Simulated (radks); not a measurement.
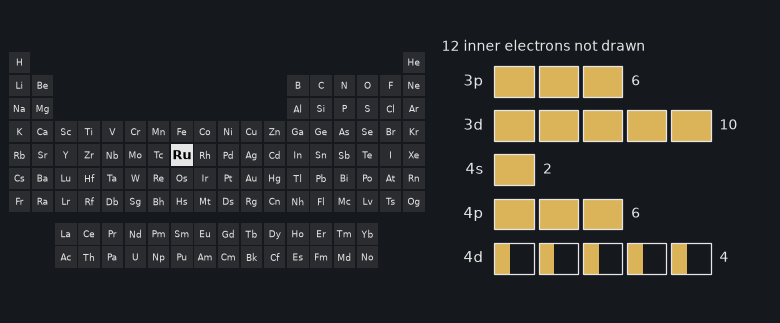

Figure 1. Left, the place of ruthenium in the periodic table; right, the outer shells as the input fills them: a box for each of the 2l + 1 orbitals, shaded by the share of the shell that is filled, with the electron count at the right.

**Atomic calculation for Ru⁴⁺**

System: the ruthenium ion Ru⁴⁺ in the configuration [Kr] 4d4 (high spin).
Method: scalar-relativistic Kohn-Sham, SCAN, spin-polarised, spherical densities, finite nucleus (the in-house radial solver radks).

### Summary

- outcome: converged
- total energy: −4528.1329 hartree
- kinetic energy: 4682.8469 hartree
- electron–nucleus energy: −10846.6820 hartree
- Hartree energy: 1768.4643 hartree
- exchange–correlation energy: −132.762085 hartree
- radius at density 0.001 e/bohr³: 2.98 bohr
- SCF iterations: 15
- hardware: 1 CPU thread, shared host

### Input file
```
Z 44
configuration [Kr] 4d4
relativity scalar-relativistic
functional scan,scan
spin polarised
nucleus finite rms 4.4809 fm
c 137.035999084
```

Energies in input and log are in hartree, lengths in bohr (the nuclear radius in fm).

### Output
```
1s      1   1.0000        -809.78640288
2s      1   1.0000        -118.62867080
2p      1   3.0000        -106.32393532
3s      1   1.0000         -22.69105306
3p      1   3.0000         -18.61041231
3d      1   5.0000         -12.08432101
4s      1   1.0000          -4.82253185
4p      1   3.0000          -3.66568239
4d      1   4.0000          -1.97183982
1s      2   1.0000        -809.78650693
2s      2   1.0000        -118.59769396
2p      2   3.0000        -106.29973241
3s      2   1.0000         -22.67861346
3p      2   3.0000         -18.59427820
3d      2   5.0000         -12.05452440
4s      2   1.0000          -4.66234840
4p      2   3.0000          -3.49421291
4d      2   0.0000          -1.78255551
Etot -4528.132933056293
Ekin 4682.846867430249
Encl -10846.682008094214
Eh 1768.4642930047526
Exc -132.7620853970799
err 3.1417743484720424e-06
it 15
```

### Orbitals

```
orbital  occupation  energy (eV)  ⟨r⟩ (bohr)  outer maximum (bohr)
1s down           1     −22035.4     0.03344                0.0217
  1s up           1     −22035.4     0.03344                0.0217
  2s up           1      −3228.1      0.1456                 0.123
2s down           1      −3227.2      0.1455                 0.123
  2p up           3      −2893.2      0.1270                0.0983
2p down           3      −2892.6      0.1270                0.0983
  3s up           1     −617.455      0.4015                 0.361
3s down           1     −617.117      0.4016                 0.361
  3p up           3     −506.415      0.4022                 0.354
3p down           3     −505.976      0.4023                 0.355
  3d up           5     −328.831      0.3839                 0.301
3d down           5     −328.020      0.3838                 0.302
  4s up           1     −131.228       1.009                 0.915
4s down           1     −126.869       1.003                 0.908
  4p up           3      −99.748       1.098                 0.978
4p down           3      −95.082       1.091                 0.969
  4d up           4      −53.656       1.358                  1.14
```

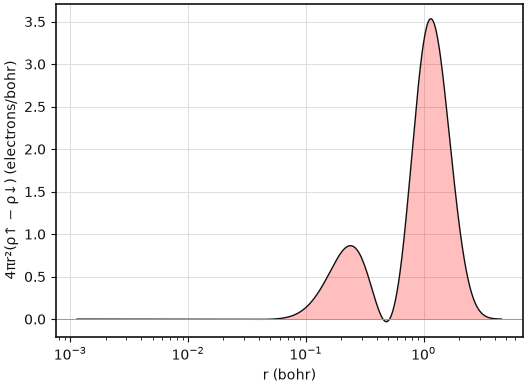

Figure 2. The radial spin density. The curve integrates to 4 unpaired electrons, held by 4d (+4). Its largest value, 3.53 electrons/bohr, lies near r = 1.2 bohr. Regions of the opposite sign are negligible.

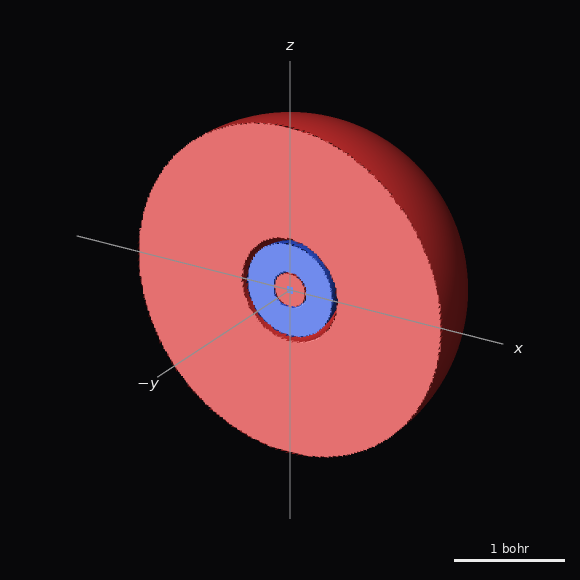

Figure 3. One occupied orbital of down spin is shown. The surface of constant |ψ| that holds about 95 % of the electron is drawn, red where ψ is positive and blue where it is negative, with the half in front of the xz plane cut away and the cut face painted. The radial function comes from the spherical calculation and is multiplied by a real spherical harmonic; the overall sign is chosen so that the largest lobe of P(r) is positive; at the scalar-relativistic level it is the large component. It is 4s of down spin. It has no angular node and 3 radial nodes, at r = 0.0422, 0.169 and 0.479 bohr; only the outer 2 can be made out at this scale. The outermost maximum of P² lies at 0.908 bohr, ⟨r⟩ = 1.00 bohr, 90 % of the charge lies within 1.45 bohr, and the eigenvalue is −126.9 eV, with 1 electron in the shell for this spin.
